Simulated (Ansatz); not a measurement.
# C₃H₆FN: how energies converge with the basis set

How large a basis does C₃H₆FN need? Two functionals are run in growing sets.

Computed with Ansatz 0.2.0, Gaussian basis. Level: one geometry, several basis sets.

The runs, in order: PBE0-D4/def2-SVP; ωB97M-V/def2-SVP; PBE0-D4/def2-QZVPP; ωB97M-V/def2-QZVPP; the functionals' def2-TZVPP values are taken from earlier runs.

### 1 The geometry

The geometry comes from an earlier relaxation with PBE0-D4 in a triple-zeta def2 set; it is a stationary point, not always the lowest conformer.

SMILES `C=NC(C)F`, 11 atoms, charge 0, spin multiplicity 1.

Atoms are counted from 1 here; the program's logs count them from 0.

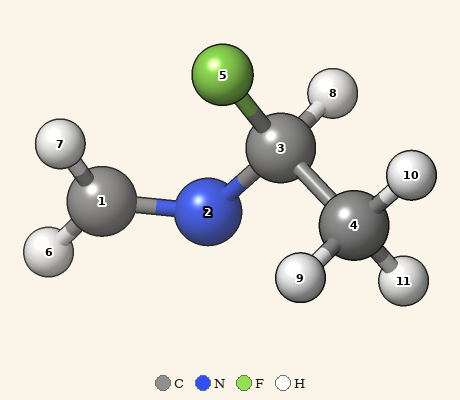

The structure; carbon grey, nitrogen blue, fluorine green, hydrogen white; atoms are numbered from 1 in the order of the file.

### 2 PBE0-D4 in def2-SVP

The input, in.yaml:

```yaml
crystal:
  periodic: [false, false, false]
  atoms:
    - {symbol: C, position_ang: [-1.392334, 1.300575, 0.198923]}
    - {symbol: N, position_ang: [-0.908213, 0.349564, -0.469124]}
    - {symbol: C, position_ang: [0.482906, 0.068471, -0.408619]}
    - {symbol: C, position_ang: [0.723925, -1.334625, 0.090968]}
    - {symbol: F, position_ang: [1.192560, 0.951504, 0.406881]}
    - {symbol: H, position_ang: [-2.463571, 1.485404, 0.135355]}
    - {symbol: H, position_ang: [-0.795413, 1.953888, 0.839053]}
    - {symbol: H, position_ang: [0.886553, 0.203386, -1.418602]}
    - {symbol: H, position_ang: [0.328893, -1.437169, 1.103383]}
    - {symbol: H, position_ang: [1.792882, -1.548440, 0.099578]}
    - {symbol: H, position_ang: [0.217211, -2.049658, -0.557197]}
basis:
  gaussian: {orbitals: def2-SVP}
hamiltonian: {xc: pbe0, dispersion: d4}
output: {orbitals: {seedname: orbitals}}
```

Run with:

```console
ansatz run in.yaml --threads 4 --pin off --events-out ev --progress --plain --max-ram 10444MiB
```

After this run come: ωB97M-V in def2-SVP; PBE0-D4 in def2-QZVPP; ωB97M-V in def2-QZVPP.

Before running them: what should the planned runs give, taken together? Wanted: PBE0-D4: double and triple zeta above quadruple; ωB97M-V: double and triple zeta above quadruple.

The runs gave:

| quantity | value |
| --- | --- |
| PBE0-D4: double and triple zeta above quadruple | 8.95, 0.40 eV |
| ωB97M-V: double and triple zeta above quadruple | 9.27, 0.39 eV |

PBE0-D4 gains 8.54 eV from double to triple zeta, then 0.40 eV more. These are total energies; as a rule much of such shifts cancels in differences, which this series doesn't test. The LUMO of ωB97M-V is positive and keeps falling with the basis (2.04 to 1.46 eV): an unbound level that the basis holds in place.
